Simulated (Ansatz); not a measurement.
# CH3OSi (doublet): what the fields show

Input

```
crystal:
  periodic: [false, false, false]
  atoms:
    - { symbol: O, position_ang: [-0.4055, -1.67382, 0.91567] }
    - { symbol: C, position_ang: [-0.24267, -0.93941, -0.05732] }
    - { symbol: Si, position_ang: [0.21951, 0.84406, 0.05921] }
    - { symbol: H, position_ang: [-0.3775, -1.35303, -1.07815] }
    - { symbol: H, position_ang: [0.40755, 1.4348, 1.37229] }
    - { symbol: H, position_ang: [0.40542, 1.67895, -1.10918] }
magnetization:
  spin_polarized: true
  initial_magnetization: 1
basis:
  gaussian: { orbitals: def2-SVP }
hamiltonian:
  xc: pbe0
  dispersion: d4
relax:
  f_tol: 0.015
  max_steps: 40
output:
  orbitals: {}
```

Run with:

```sh
ansatz run input.yaml --threads 1 --pin off --max-ram 2048MiB --backend cpu --events-out ev --progress --plain --runs-dir out
```

The fields are those of the relaxed geometry.

Theory: UKS PBE0-D4/def2-SVP (Ansatz 0.2.0).

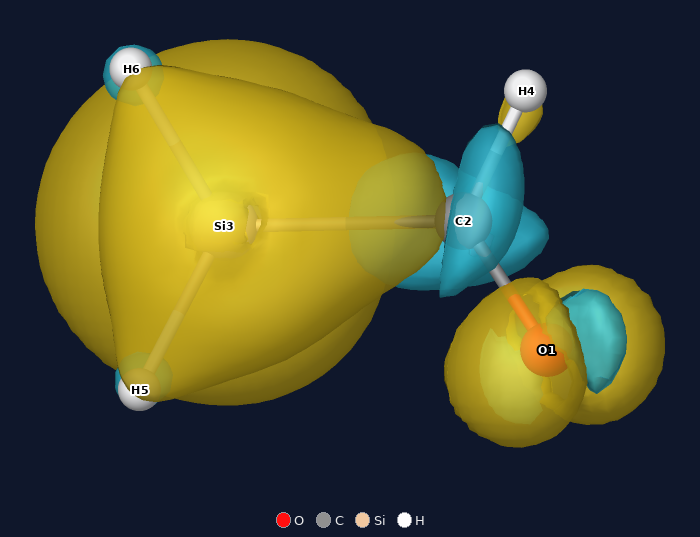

Figure 1. Isosurfaces of the spin density at +0.015 (yellow) and −0.015 e/Å³ (cyan), seen across its widest extent.

> Which atoms carry the spin?

The unpaired spin (1 electron) lies mostly on Si3 (about 0.8) and O1 (about 0.1), in electrons by Hirshfeld's partition.

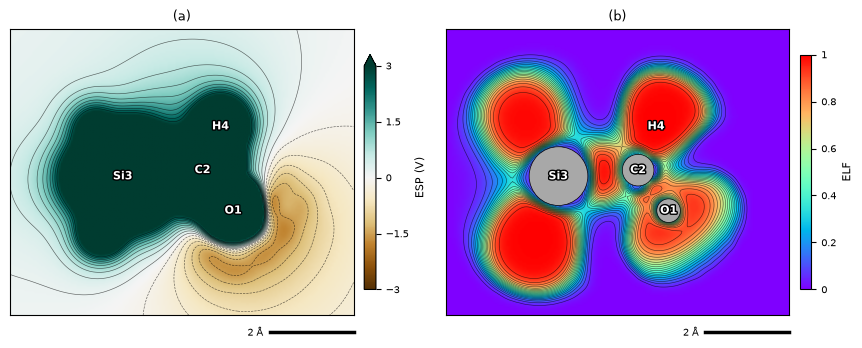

Figure 2. (a) electrostatic potential; (b) electron localisation function on the plane of atoms O1, C2 and H4. Grey discs cover the atomic cores in the ELF map.

> What do the fields say about this system?

The section cuts through O, C, Si and H sites. C–O (1.21 Å): the ELF peaks at about 0.90 between the atoms (a short, multiple covalent bond). C–Si (1.90 Å): the ELF peaks at about 1 between the atoms: a covalent bond. C–H (1.12 Å): the ELF climbs to about 1 towards the hydrogen, as it does in any bond to H: a covalent bond by its length. The ELF also peaks beside O1, away from the bonds: non-bonding electrons, paired or unpaired. Outside the dense part of the molecule the potential is most negative (−1.8 V) near O1.

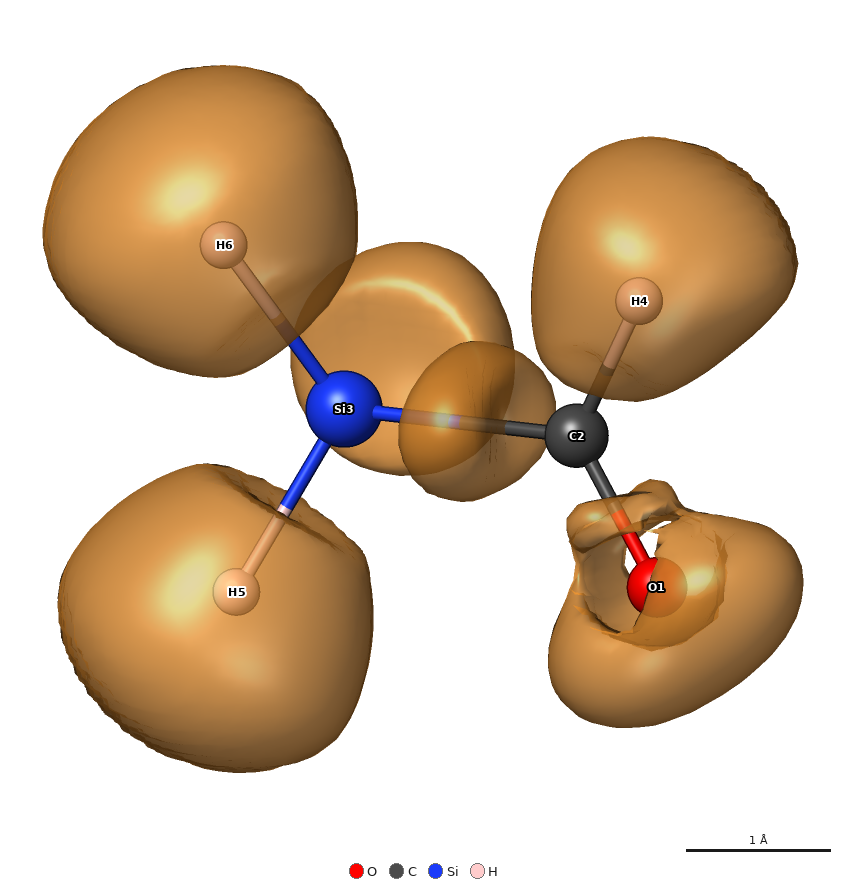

Figure 3. Isosurface of the electron localisation function at 0.8 (orange), seen at a tilt. Only the valence region is drawn (cores and ρ < 0.01 e/Å³ removed).

> What do the ELF domains correspond to?

At this value the surface marks out one region between bonded C–Si atoms (shared pairs), three regions around hydrogen nuclei, one region on O in which the atom's valence shell and bonds are merged and one lobe on Si, pointing away from the bonds (non-bonding electrons).
